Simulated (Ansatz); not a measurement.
# SiH4O (Si(OH)H3): RPA@PBE/STO-3G

Aim: the electronic atomisation energy of SiH4O (Si(OH)H3) at RPA@PBE/STO-3G, from 4 runs. 

The results are computed with Ansatz 0.2.0.

57 further runs of the same task are left out: 2 that didn't finish, 55 set aside as unsound or not needed.

## (1) The structure to begin with

The species is SiH4O (6 atoms), meant as a singlet with charge 0. As SMILES, `[H][Si]([H])([H])O`. The shape is that of a GFN2-xTB optimisation.

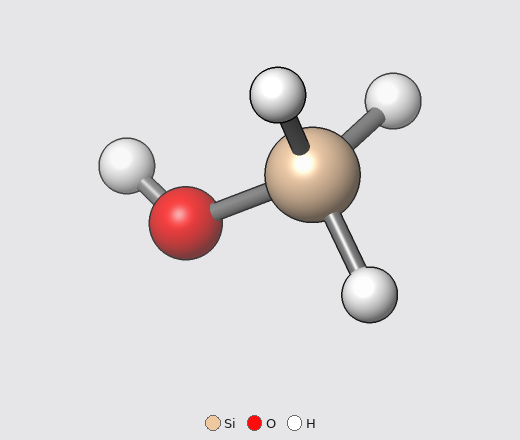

Viewed from a chosen angle; silicon light orange, oxygen red, hydrogen white.

## (2) A single-point energy at RPA@PBE/STO-3G

job.yaml

```yaml
basis:
  gaussian:
    orbitals: STO-3G
crystal:
  periodic: [false, false, false]
  atoms:
    - {symbol: Si, position_ang: [-0.059940, -0.114970, -0.407910]}
    - {symbol: O, position_ang: [-0.059540, -0.091910, 1.217130]}
    - {symbol: H, position_ang: [0.327320, 0.620940, 1.717260]}
    - {symbol: H, position_ang: [1.313150, -0.112770, -0.916850]}
    - {symbol: H, position_ang: [-0.760380, 1.058380, -0.933190]}
    - {symbol: H, position_ang: [-0.760600, -1.359670, -0.676430]}
magnetization:
  spin_polarized: false
hamiltonian:
  xc: pbe
correlation:
  method: rpa
  frozen_orbitals: {H: 0, O: 1, Si: 5}
accuracy: high
```

On the command line:

```bash
$ ansatz run job.yaml --threads 1 --pin off --max-ram 2610MiB --events-out events.jsonl --progress --plain --runs-dir runs
```

The log of the run:

```text
Warning: RAYON_NUM_THREADS=1 ignored (pool sized by the plan → 1); use --threads N
Functional definition: PBE
  name "PBE"
  parameter kappa = 0.804
  parameter beta = 0.06672455060314922
  exchange = pbe_x(kappa = kappa, mu = beta*pi^2/3)
  correlation = pbe_c(beta = beta)
314 factors; integrals over basis functions are off by at most 2.2e-8 eV
mean field evaluation 1: about -9860.4990 eV, gradient 2.3e1 eV
mean field evaluation 2: about -9860.4518 eV, gradient 2.3e1 eV
mean field evaluation 4: about -9862.1087 eV, gradient 4.3e0 eV
mean field evaluation 8: about -9862.1757 eV, gradient 6.4e-3 eV
mean field evaluation 16: about -9862.1757 eV, gradient 3.6e-8 eV
mean field -9862.17572777 eV, -362.4282731727 hartree, gradient 3.6e-8 eV, S^2 0.000000; 0 other end points of the search recorded, 0 dependent functions left out
6 core orbitals not correlated: weight in the atoms' cores, before any rotation towards them, 0.999 or more for the frozen orbitals, at most 0.000 for the correlated occupied ones
reference -9843.56103627 eV, -361.7441958777 hartree; 7, 7 occupied and 5, 5 virtual orbitals, 314 factors
Total energy: -9848.19892576 eV, -361.9146351727 hartree
```

Wall time 1.5 s (1 thread of Intel Xeon Platinum 8488C (Sapphire Rapids), shared host); peak memory 0.14 GiB.

## (3) The H atom at the same level

job.yaml

```yaml
crystal:
  periodic: [false, false, false]
  atoms:
    - {symbol: H, position_ang: [0.000000, 0.000000, 0.000000]}
basis:
  gaussian:
    orbitals: STO-3G
magnetization:
  spin_polarized: true
  initial_magnetization: 1
correlation:
  method: rpa
  frozen_orbitals: {H: 0}
total_charge: 0
hamiltonian:
  xc: pbe
accuracy: high
```

Run the same way, it converges to -0.46658 Eh (log not shown).

## (4) The O atom at the same level

job.yaml

```yaml
crystal:
  periodic: [false, false, false]
  atoms:
    - symbol: O
      position_ang: [0.000000, 0.000000, 0.000000]
basis:
  gaussian: {orbitals: STO-3G}
total_charge: 0
magnetization: {spin_polarized: true, initial_magnetization: 2}
hamiltonian: {xc: pbe}
correlation: {method: rpa, frozen_orbitals: {O: 1}}
accuracy: high
```

Run the same way, it converges to -73.83858 Eh (log not shown).

## (5) The Si atom, same level

job.yaml

```yaml
crystal:
  periodic: [false, false, false]
  atoms:
    - {symbol: Si, position_ang: [0.000000, 0.000000, 0.000000]}
basis:
  gaussian:
    orbitals: STO-3G
accuracy: high
total_charge: 0
correlation:
  method: rpa
  frozen_orbitals: {Si: 5}
hamiltonian:
  xc: {name: PBE}
magnetization:
  spin_polarized: true
  initial_magnetization: 2
```

Run the same way, it converges to -285.51519 Eh (log not shown).

## (6) What came out

Level: RPA@PBE/STO-3G, 6 core orbitals frozen.

| quantity | value |
| --- | --- |
| molecule: total energy | -361.91464 Eh |
| molecule: RPA correlation energy (valence) | -170.4 mEh |
| H atom: total energy | -0.46658 Eh |
| H atom: RPA correlation energy | 0.0 mEh |
| H atom: ⟨S²⟩ of the reference determinant | 0.750 |
| O atom: total energy | -73.83858 Eh |
| O atom: RPA correlation energy (valence) | -34.4 mEh |
| O atom: ⟨S²⟩ of the reference determinant | 2.000 |
| Si atom: total energy | -285.51519 Eh |
| Si atom: RPA correlation energy (valence) | -51.1 mEh |
| Si atom: ⟨S²⟩ of the reference determinant | 2.000 |
| electronic atomisation energy | 18.899 eV |

Taking the molecule apart into free atoms costs 18.90 eV (1824 kJ/mol), before zero-point energy and without spin-orbit coupling. In a minimal basis such a difference can be off by several eV, whatever the method.
